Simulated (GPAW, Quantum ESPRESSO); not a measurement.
# Core-hole calculation of the F K edge in ScF3 (Pm-3m)

What does one-electron theory with a core hole give for the F K edge of ScF3 (Pm-3m)?

Calculated with GPAW 26.7.0; X-ray absorption from dipole matrix elements to empty bands, plane-wave PAW LDA.

An experiment to compare with: “Electronic Structure and Core Spectroscopy of Scandium Fluoride Polymorphs” (2023, pmc:10015455). X-ray absorption near-edge spectra of a scandium fluoride powder were measured at the Sc and F K-edges with synchrotron radiation. They were compared with first-principles spectra of six polymorphs to identify the phases present and the origin of the absorption maxima. It reports F K-edge features by XANES at the F K-edge (synchrotron) on commercial powder, measured in vacuum; possible admixture of trigonal phase; the values are set beside the results at the end.

This is a report of a sequence of runs, with most program output left out.

## Step 1: Set-up

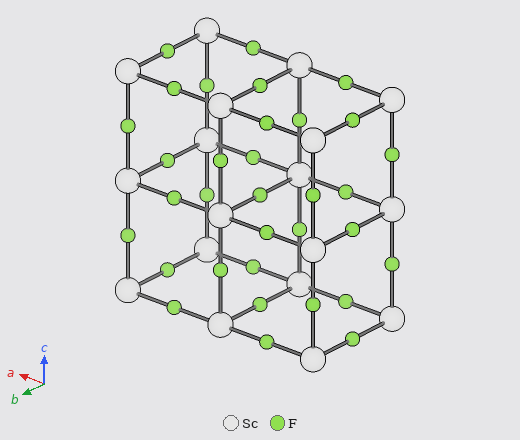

The cell as given, from a free direction (scandium white, fluorine green). 2×1×2 cells are drawn. Some periodic images of atoms are drawn too.

As a file:

```xyz
4
Lattice="4.0125 0.0000 0.0000 0.0000 4.0125 0.0000 0.0000 0.0000 4.0125" Properties=species:S:1:pos:R:3 pbc="T T T"
Sc    0.0000    0.0000    0.0000
F     0.0000    0.0000    2.0062
F     0.0000    2.0062    0.0000
F     2.0062    0.0000    0.0000
```

## Step 2: The field without a hole

The ground state comes first: it tells whether the system has a gap, which decides how the excited electron is treated.

Contents of scf.py:

```python
import numpy as np
from ase import Atoms
from ase.parallel import parprint, paropen
from gpaw import GPAW, PW, FermiDirac, Mixer, MixerDif, setup_paths
from gpaw.test import gen
setup_paths.insert(0, '.')
gen('F', name='nch1s', xcname='LDA', corehole=(1, 0, 0), write_xml=True)
from gpaw.mpi import world
world.barrier()

atoms = Atoms('ScF3',
    cell=[[4.01245, 0, 0],
     [0, 4.01245, 0],
     [0, 0, 4.01245]],
    scaled_positions=[[0, 0, 0],
     [0, 0, 0.5],
     [0, 0.5, 0],
     [0.5, 0, 0]],
    pbc=True)
atoms.calc = calc = GPAW(legacy_gpaw=True, mode=PW(500, force_complex_dtype=True), xc='LDA', setups={1: 'nch1s'},
    kpts={'size': (6, 6, 6), 'gamma': True}, occupations=FermiDirac(0.05),
    charge=0, mixer=Mixer(0.1, 5, 50), maxiter=150,
    convergence={'density': 0.0001, 'eigenstates': 1e-6}, txt='scf.txt')
energy = atoms.get_potential_energy() + calc.get_reference_energy()
ef = calc.get_fermi_level()
out = dict(energy=energy, fermi=ef, forces=atoms.get_forces().tolist())
parprint(f'all-electron energy {energy:.4f} eV, Fermi level {ef:.4f} eV')
ev = np.array([[calc.get_eigenvalues(k, s) for k in range(len(calc.get_ibz_k_points()))] for s in range(calc.get_number_of_spins())])
out['homo'], out['lumo'], out['counts'] = ev[ev < ef].max(), ev[ev > ef].min(), sorted(set((ev < ef).sum((0, 2)).tolist()))
out['filled'] = (ev[:, 0] < ef).sum(1).tolist()
import json
with paropen('out.json', 'w') as f:
    json.dump(out, f)
```

The run is started by

```
$ OMP_NUM_THREADS=1 mpirun -n 4 gpaw python scf.py
```

Wall time 8.4 s (4 MPI ranks of Intel Xeon Platinum 8488C (Sapphire Rapids), shared host); peak memory 0.19 GiB.

The mesh shows a gap of 6.20 eV, so the hole is first treated in a charged cell, without the excited electron.

## Step 3: Spectrum without a core hole, F atom 2

Without a hole the spectrum is the empty density of states of the right symmetry on the absorber, weighted by matrix elements. It needs only the small cell and serves as the baseline. The data set with a hole of occupation 0 only carries the core orbital.

The absorber has 2 Sc at 2.01 Å (linear, site symmetry 4/mmm).

Contents of xas.py:

```python
import numpy as np
from ase import Atoms
from ase.parallel import parprint, paropen
from gpaw import GPAW, PW, FermiDirac, Mixer, MixerDif, setup_paths
from gpaw.test import gen
setup_paths.insert(0, '.')
gen('F', name='nch1s', xcname='LDA', corehole=(1, 0, 0), write_xml=True)
from gpaw.mpi import world
world.barrier()

atoms = Atoms('ScF3',
    cell=[[4.01245, 0, 0],
     [0, 4.01245, 0],
     [0, 0, 4.01245]],
    scaled_positions=[[0, 0, 0],
     [0, 0, 0.5],
     [0, 0.5, 0],
     [0.5, 0, 0]],
    pbc=True)
atoms.calc = calc = GPAW(legacy_gpaw=True, mode=PW(500, force_complex_dtype=True), xc='LDA', setups={1: 'nch1s'},
    kpts={'size': (6, 6, 6), 'gamma': True}, occupations=FermiDirac(0.02),
    charge=0, mixer=Mixer(0.1, 5, 50), maxiter=150,
    convergence={'density': 0.0001, 'eigenstates': 1e-6}, txt='scf.txt')
energy = atoms.get_potential_energy() + calc.get_reference_energy()
ef = calc.get_fermi_level()
out = dict(energy=energy, fermi=ef, forces=atoms.get_forces().tolist())
parprint(f'all-electron energy {energy:.4f} eV, Fermi level {ef:.4f} eV')
ev = np.array([[calc.get_eigenvalues(k, s) for k in range(len(calc.get_ibz_k_points()))] for s in range(calc.get_number_of_spins())])
out['homo'], out['lumo'], out['counts'] = ev[ev < ef].max(), ev[ev > ef].min(), sorted(set((ev < ef).sum((0, 2)).tolist()))
out['filled'] = (ev[:, 0] < ef).sum(1).tolist()

from ase.units import Ha
from gpaw.xas import dipole_matrix_elements
nb = int(calc.get_number_of_electrons() / 2) + 47
top, nb = nb, nb + 8 + nb // 12
nscf = calc.fixed_density(kpts={'size': (6, 6, 6), 'gamma': True}, nbands=nb,
    convergence={'bands': top, 'eigenstates': 5e-3}, maxiter=60, txt='nscf.txt')
cell = atoms.cell.array
ops = [cell.T @ U.T @ np.linalg.inv(cell.T) for U in nscf.wfs.kd.symmetry.op_scc]
filled = [16]  # bands filled in the ground state, by spin
E = np.arange(-25, 34, 0.1)
fwhm = np.interp(E, [4, 25], [0.9, 3.5])
Y, X, zero, highest = 0, 0, 1e9, 1e9
for spin in range(nscf.get_number_of_spins()):
    wfs = nscf.wfs
    mine = wfs.bd.get_slice()  # this rank's bands
    A = dipole_matrix_elements(wfs.setups[1])
    eps = np.zeros((wfs.kd.nibzkpts, nb))
    d = np.zeros((3, A.shape[1], wfs.kd.nibzkpts, nb), complex)
    for kpt in wfs.kpt_u:
        if kpt.s == spin and 1 in kpt.P_ani:
            eps[kpt.k, mine] = kpt.eps_n * Ha
            d[:, :, kpt.k, mine] = (kpt.weight * wfs.nspins / 2) ** 0.5 * np.inner(A, kpt.P_ani[1])
    world.sum(eps)
    world.sum(d)
    T = np.einsum('amkn,bmkn->abkn', d, d.conj()).real
    T = sum(np.einsum('ai,ijkn,bj->abkn', R, T, R) for R in ops) / len(ops)
    empty = np.ones_like(eps, bool) & (np.arange(nb) >= filled[spin])
    zero, highest = min(zero, eps[empty].min()), min(highest, eps[:, top - 1].min())
    lines = [(eps, T, empty)] if spin == 0 else lines + [(eps, T, empty)]
for eps, T, empty in lines:
    f = np.einsum('aakn->akn', T).reshape(3, -1)
    x = eps.ravel() - zero
    w = np.interp(x, E, fwhm) / 2.35482
    g = np.exp(-0.5 * ((E[:, None] - x) / w) ** 2) / (w * (2 * np.pi) ** 0.5)
    Y = Y + (f * empty.ravel()) @ g.T
    X = X + (f * ~empty.ravel()) @ g.T
out.update(E=E.round(2).tolist(), xas=Y.tolist(), xes=X.tolist(), zero=zero, valid=highest - zero, nk=len(eps), nb=nb)
for i in range(0, len(E), 10):
    parprint(f'{E[i]:7.2f}', *(f'{v:10.3e}' for v in Y[:, i]))
import json
with paropen('out.json', 'w') as f:
    json.dump(out, f)
```

The run is started by

```
$ OMP_NUM_THREADS=1 mpirun -n 4 gpaw python xas.py
```

It took 18 s on 4 MPI ranks; peak memory 0.25 GiB.

The F K spectrum, F atom 2, no core hole (energy from the lowest empty level; intensity scaled to a mean of 1 over the first 20 eV):

```
E (eV)  intensity
  -2.0       0.00
  -0.5       0.03
   1.0       2.10
   2.5       0.66
   4.0       1.76
   5.5       0.48
   7.0       0.82
   8.5       0.83
  10.0       1.36
  11.5       1.79
  13.0       1.05
  14.5       0.54
  16.0       0.59
  17.5       0.69
  19.0       1.06
  20.5       1.03
  22.0       0.57
  23.5       0.35
  25.0       0.40
  26.5       0.59
  28.0       0.81
  29.5       1.01
  31.0       1.21
```

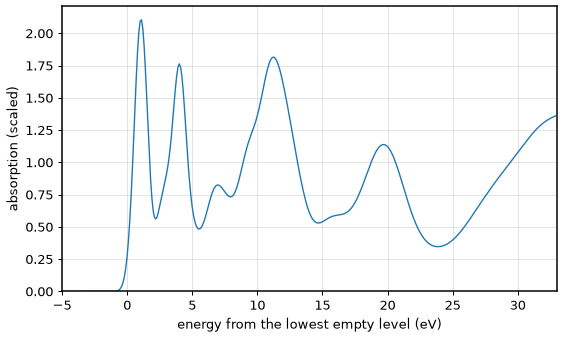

The F K edge, F atom 2, no core hole: main maxima at 1.1, 4.0 and 11.2 eV.

Main maxima below 24 eV (height): 1.1 eV (2.11), 4.0 eV (1.76), 7.0 eV (0.82), 11.2 eV (1.82) and 19.7 eV (1.14). A K edge sees empty p states; the first features are F p mixed into the empty d states of the Sc neighbours, and the broad ones above probably into the cations' higher empty bands.

The same matrix elements for filled bands give the F K emission of F atom 2 (ground-state approximation; energy from the lowest empty level, largest value 1):

```
E (eV)  emission
 -24.0      0.00
 -22.5      0.00
 -21.0      0.00
 -19.5      0.00
 -18.0      0.00
 -16.5      0.00
 -15.0      0.00
 -13.5      0.00
 -12.0      0.00
 -10.5      0.00
  -9.0      0.41
  -7.5      0.81
  -6.0      0.28
  -4.5      0.00
  -3.0      0.00
  -1.5      0.00
   0.0      0.00
   1.5      0.00
   3.0      0.00
```

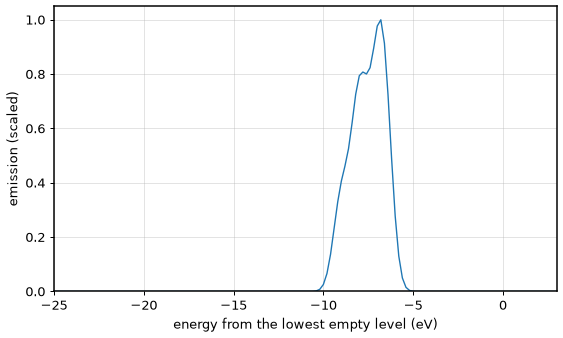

X-ray emission from the filled bands.

Emission maxima: -6.8 eV (1.00).

## Step 4: Reference energy of the supercell

The photon energy needs a difference of total energies, so the cell and mesh of the coming hole run are first run without a hole.

Changes to scf.py since step 2:

```diff
@@ -10,13 +10,17 @@
 
-atoms = Atoms('ScF3',
-    cell=[[4.01245, 0, 0],
-     [0, 4.01245, 0],
-     [0, 0, 4.01245]],
+atoms = Atoms('Sc2F6',
+    cell=[[4.01245, 0, 4.01245],
+     [0, 4.01245, 4.01245],
+     [-4.01245, 0, 4.01245]],
     scaled_positions=[[0, 0, 0],
-     [0, 0, 0.5],
-     [0, 0.5, 0],
-     [0.5, 0, 0]],
+     [0.5, 0, 0.5],
+     [0.25, 0, 0.25],
+     [0.75, 0, 0.75],
+     [0.75, 0.5, 0.75],
+     [0.25, 0.5, 0.25],
+     [0.25, 0, 0.75],
+     [0.75, 0, 0.25]],
     pbc=True)
-atoms.calc = calc = GPAW(legacy_gpaw=True, mode=PW(500, force_complex_dtype=True), xc='LDA', setups={1: 'nch1s'},
-    kpts={'size': (6, 6, 6), 'gamma': True}, occupations=FermiDirac(0.05),
+atoms.calc = calc = GPAW(legacy_gpaw=True, mode=PW(500, force_complex_dtype=True), xc='LDA', setups={2: 'nch1s'},
+    kpts={'size': (5, 5, 5), 'gamma': True}, occupations=FermiDirac(0.02),
     charge=0, mixer=Mixer(0.1, 5, 50), maxiter=150,
```

The run is started by

```
$ OMP_NUM_THREADS=1 mpirun -n 4 gpaw python scf.py
```

Elapsed: 16 s, on 4 MPI ranks; peak memory 0.24 GiB.

Reference energy: -57732.468 eV with the cores included.

## Step 5: Spectrum with FCH, F atom 2

The holes are 5.7 Å apart. In GPAW the data set carries the hole's charge, so charge=0 means a charged cell and charge=-1 a neutral one. The excited electron is left out and a uniform background balances the charge. After the field has converged, empty bands are computed with the density fixed and the dipole matrix elements are summed.

Changes to xas.py since step 3:

```diff
@@ -6,3 +6,3 @@
 setup_paths.insert(0, '.')
-gen('F', name='nch1s', xcname='LDA', corehole=(1, 0, 0), write_xml=True)
+gen('F', name='fch1s', xcname='LDA', corehole=(1, 0, 1), write_xml=True)
 from gpaw.mpi import world
@@ -10,13 +10,17 @@
 
-atoms = Atoms('ScF3',
-    cell=[[4.01245, 0, 0],
-     [0, 4.01245, 0],
-     [0, 0, 4.01245]],
+atoms = Atoms('Sc2F6',
+    cell=[[4.01245, 0, 4.01245],
+     [0, 4.01245, 4.01245],
+     [-4.01245, 0, 4.01245]],
     scaled_positions=[[0, 0, 0],
-     [0, 0, 0.5],
-     [0, 0.5, 0],
-     [0.5, 0, 0]],
+     [0.5, 0, 0.5],
+     [0.25, 0, 0.25],
+     [0.75, 0, 0.75],
+     [0.75, 0.5, 0.75],
+     [0.25, 0.5, 0.25],
+     [0.25, 0, 0.75],
+     [0.75, 0, 0.25]],
     pbc=True)
-atoms.calc = calc = GPAW(legacy_gpaw=True, mode=PW(500, force_complex_dtype=True), xc='LDA', setups={1: 'nch1s'},
-    kpts={'size': (6, 6, 6), 'gamma': True}, occupations=FermiDirac(0.02),
+atoms.calc = calc = GPAW(legacy_gpaw=True, mode=PW(500, force_complex_dtype=True), xc='LDA', setups={2: 'fch1s'},
+    kpts={'size': (5, 5, 5), 'gamma': True}, occupations=FermiDirac(0.02),
     charge=0, mixer=Mixer(0.1, 5, 50), maxiter=150,
@@ -33,3 +37,3 @@
 from gpaw.xas import dipole_matrix_elements
-nb = int(calc.get_number_of_electrons() / 2) + 47
+nb = int(calc.get_number_of_electrons() / 2) + 90
 top, nb = nb, nb + 8 + nb // 12
@@ -39,4 +43,4 @@
 ops = [cell.T @ U.T @ np.linalg.inv(cell.T) for U in nscf.wfs.kd.symmetry.op_scc]
-filled = [16]  # bands filled in the ground state, by spin
-E = np.arange(-25, 34, 0.1)
+filled = [32]  # bands filled in the ground state, by spin
+E = np.arange(-6, 34, 0.1)
 fwhm = np.interp(E, [4, 25], [0.9, 3.5])
@@ -46,3 +50,3 @@
     mine = wfs.bd.get_slice()  # this rank's bands
-    A = dipole_matrix_elements(wfs.setups[1])
+    A = dipole_matrix_elements(wfs.setups[2])
     eps = np.zeros((wfs.kd.nibzkpts, nb))
@@ -50,5 +54,5 @@
     for kpt in wfs.kpt_u:
-        if kpt.s == spin and 1 in kpt.P_ani:
+        if kpt.s == spin and 2 in kpt.P_ani:
             eps[kpt.k, mine] = kpt.eps_n * Ha
-            d[:, :, kpt.k, mine] = (kpt.weight * wfs.nspins / 2) ** 0.5 * np.inner(A, kpt.P_ani[1])
+            d[:, :, kpt.k, mine] = (kpt.weight * wfs.nspins / 2) ** 0.5 * np.inner(A, kpt.P_ani[2])
     world.sum(eps)
```

The run is started by

```
$ OMP_NUM_THREADS=1 mpirun -n 4 gpaw python xas.py
```

Elapsed: 54 s, on 4 MPI ranks; peak memory 0.35 GiB.

The F K spectrum, F atom 2, full core hole (charged cell) (energy from the lowest empty level; intensity scaled to a mean of 1 over the first 20 eV):

```
E (eV)  intensity
  -2.0       0.00
  -0.5       0.04
   1.0       1.33
   2.5       0.95
   4.0       1.04
   5.5       0.61
   7.0       1.01
   8.5       1.14
  10.0       1.73
  11.5       1.54
  13.0       0.72
  14.5       0.51
  16.0       0.59
  17.5       0.79
  19.0       1.24
  20.5       1.11
  22.0       0.57
  23.5       0.41
  25.0       0.58
  26.5       0.96
  28.0       1.40
  29.5       1.67
  31.0       1.69
```

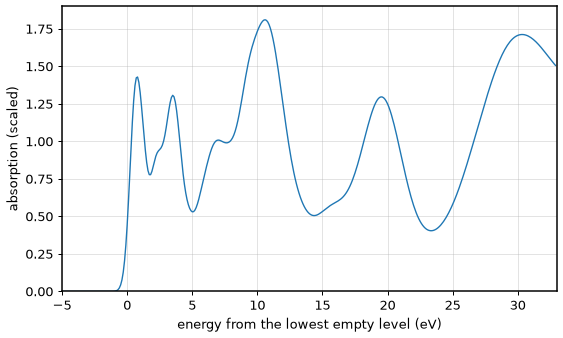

The F K edge, F atom 2, full core hole (charged cell): main maxima at 0.8, 3.5 and 10.6 eV.

Main maxima below 24 eV (height): 0.8 eV (1.43), 3.5 eV (1.31), 10.6 eV (1.81) and 19.5 eV (1.30). 

The hole costs E(hole) − E(ground) = 686.75 eV, and the lowest empty level of the hole cell on the spectrum's mesh lies at 3.29 eV, which puts the zero at 690.04 eV. One term is added: -9.89 eV, since the hole is spin-paired here and a spin-polarised one costs that much less in the free atom (computed apart). The photon energy is then 680.15 eV. The functional and the charged cell's background leave an error in such absolute values: in the free atom LDA prices this hole 4.7 eV below PBE (computed apart), and PBE is itself good to a few eV.

## Step 6: Excitation energy, F atom 2

With the excited electron kept in the cell the system stays neutral, and the energy difference is an excitation energy by itself. In a small cell that electron takes up a good share of the lowest empty band, or all of one, which shifts the value from the true onset.

Changed against the first core-hole run: core hole to XCH, with the smearing that suits a partly filled band.

Changes to scf.py since step 4:

```diff
@@ -6,3 +6,3 @@
 setup_paths.insert(0, '.')
-gen('F', name='nch1s', xcname='LDA', corehole=(1, 0, 0), write_xml=True)
+gen('F', name='fch1s', xcname='LDA', corehole=(1, 0, 1), write_xml=True)
 from gpaw.mpi import world
@@ -23,5 +23,5 @@
     pbc=True)
-atoms.calc = calc = GPAW(legacy_gpaw=True, mode=PW(500, force_complex_dtype=True), xc='LDA', setups={2: 'nch1s'},
-    kpts={'size': (5, 5, 5), 'gamma': True}, occupations=FermiDirac(0.02),
-    charge=0, mixer=Mixer(0.1, 5, 50), maxiter=150,
+atoms.calc = calc = GPAW(legacy_gpaw=True, mode=PW(500, force_complex_dtype=True), xc='LDA', setups={2: 'fch1s'},
+    kpts={'size': (5, 5, 5), 'gamma': True}, occupations=FermiDirac(0.04),
+    charge=-1, mixer=Mixer(0.1, 5, 50), maxiter=150,
     convergence={'density': 0.0001, 'eigenstates': 1e-6}, txt='scf.txt')
```

The run is started by

```
$ OMP_NUM_THREADS=1 mpirun -n 4 gpaw python scf.py
```

The job ended after 18 s (4 MPI ranks; peak memory 0.23 GiB; 70 s of CPU time).

The total-energy difference is 690.91 eV. With the free-atom term of -9.89 eV for this edge, the photon energy is 681.02 eV.

## Step 7: With and without the hole

Both curves are counted from their own zero, so only the shift of weight within the empty states shows.

```
E (eV)  no hole   FCH
  -2.0     0.00  0.00
  -1.0     0.00  0.00
   0.0     0.28  0.44
   1.0     2.10  1.33
   2.0     0.63  0.83
   3.0     0.90  1.09
   4.0     1.76  1.04
   5.0     0.65  0.53
   6.0     0.57  0.80
   7.0     0.82  1.01
   8.0     0.73  1.01
   9.0     1.04  1.38
  10.0     1.36  1.73
  11.0     1.79  1.75
  12.0     1.60  1.23
  13.0     1.05  0.72
  14.0     0.61  0.52
  15.0     0.54  0.53
  16.0     0.59  0.59
  17.0     0.62  0.68
  18.0     0.80  0.94
  19.0     1.06  1.24
  20.0     1.12  1.25
  21.0     0.88  0.92
  22.0     0.57  0.57
  23.0     0.39  0.41
  24.0     0.35  0.43
  25.0     0.40  0.58
  26.0     0.51  0.82
  27.0     0.66  1.11
  28.0     0.81  1.40
  29.0     0.94  1.61
  30.0     1.08  1.71
  31.0     1.21  1.69
  32.0     1.31  1.60
```

With each curve scaled to its own mean, the area from −2 to 6 eV with the hole is 5.7 against 6.5, and the centre of weight from −1 to 20 eV moves by +0.3 eV (first and strongest maxima below 20 eV: 1.1 eV (2.11), 4.0 eV (1.76) and 11.2 eV (1.82) without the hole, 0.8 eV (1.43), 3.5 eV (1.31) and 10.6 eV (1.81) with it): the weight at the onset falls, probably as the absorber's own filled states drop away from the neighbours' empty ones and mix less with them.

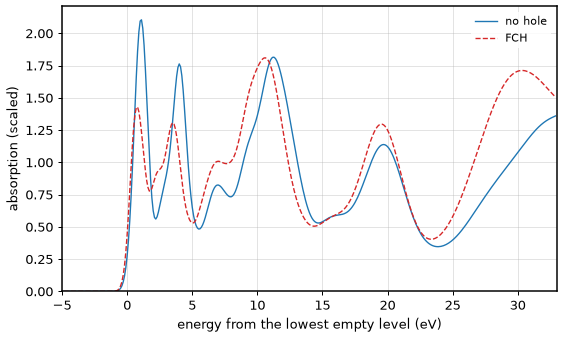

The F K edge with and without the core hole, each from its own zero; the highest intensity below 16 eV lies at 10.6 eV with the hole.

## Step 8: Against the measurement

Features are paired by their description (first, strongest, rising edge, steepest rise) or, failing that, by nearness after a common offset; their character isn't checked.

GPAW LDA (Gaussian full width 0.9 eV up to 4 eV, rising linearly to 3.5 eV at 25 eV):

| measured feature | measured (eV) | computed feature | computed (eV) | difference (eV) |
| --- | --- | --- | --- | --- |
| F K-edge, lowest-energy sharp peak at the onset | 687 | first maximum | 681.0 | -6.0 |

## Step 9: Runs not followed above

These runs aren't followed: redraws of a spectrum that repeat one shown, runs with a planted fault or a state judged unsound, or a program's part that gave no sound spectrum.

| program | step | status | elapsed |
| --- | --- | --- | --- |
| Quantum ESPRESSO | ground state | crashed | 7.3 s |

## Step 10: What came out

| Property | Result |
| --- | --- |
| absorber and edge | F K, atom 2 of the ground-state input (counted from 1) |
| surroundings | 2 Sc at 2.01 Å (linear, site symmetry 4/mmm) |
| highest intensity below 16 eV | 10.6 eV above the zero, height 1.81 |
| photon energy of the zero, with the added terms | 680.2 eV (raw 690.0 eV; LDA puts this hole about 5 eV below PBE, itself good to a few eV) |

In words: GPAW LDA lies 6.0 eV below the measured energy, of which about 5 eV is this functional's underpricing of the hole against PBE in the free atom. Energy scales of different experiments differ by up to about 1 eV. The F K edge of atom 2, with 2 Sc at 2.01 Å (linear, site symmetry 4/mmm), has its highest intensity of the first 16 eV at 10.6 eV above the zero, near 691 eV in photon energy (LDA puts this hole about 5 eV below PBE, itself good to a few eV), 1.8 times the mean level of the first 20 eV (Gaussian full width 0.9 eV up to 4 eV, rising linearly to 3.5 eV at 25 eV). With each curve scaled to its own mean, the area from −2 to 6 eV with the hole is 5.7 against 6.5, and the centre of weight from −1 to 20 eV moves by +0.3 eV (first and strongest maxima below 20 eV: 1.1 eV (2.11), 4.0 eV (1.76) and 11.2 eV (1.82) without the hole, 0.8 eV (1.43), 3.5 eV (1.31) and 10.6 eV (1.81) with it): the weight at the onset falls, probably as the absorber's own filled states drop away from the neighbours' empty ones and mix less with them. The neutral-cell energy lies +0.9 eV from the charged-cell zero, a gap made of the charged-cell error and of where the added electron settles. The same cell was also set up in Quantum ESPRESSO; that part failed, was judged unsound or used a data set known to give false states; its runs are listed without their results. The holes are only 5.7 Å apart, so the shape is probably not converged with cell size; no larger cell was run here. The mesh is coarse (0.26 Å⁻¹ between points), so small maxima may be mesh ripples. Lifetime broadening is put in by hand, and intensities beyond about 20 eV depend on it and on the partial waves; weight that the partial waves miss at high energy is lost. The structure is a published determination, not relaxed.

[Logs are printed without paths, hosts, clocks, repeated set-up lines and the standing remarks that a program may print on its own settings, such as how far it seeks lower states.]

[Hosts, paths, dates, database ids (printed as entryN), source tags and the programs' standing remarks are cut or masked in the printed files.]

[Lists of maxima count a maximum above −3 eV only where it reaches 4 % of the highest in the window and stands out from its surroundings by 2 % of it (1.5 % where it reaches 55 %); shoulders and weaker maxima are passed over, and of the rest the first, up to two pre-edge ones and the few strongest are named.]
